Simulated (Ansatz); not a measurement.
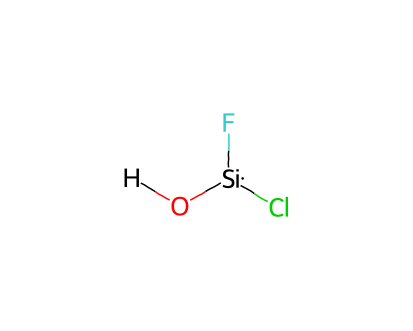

Source: calculation with Ansatz.

Skeletal drawing of a molecule. Charge 0, doublet.

> Transcribe the drawing into SMILES.

O[Si](F)Cl

> What is the molecular formula?

ClFHOSi.

> An optimisation with PBE-D4/def2-SVP gave a structure of which point group?

C1.
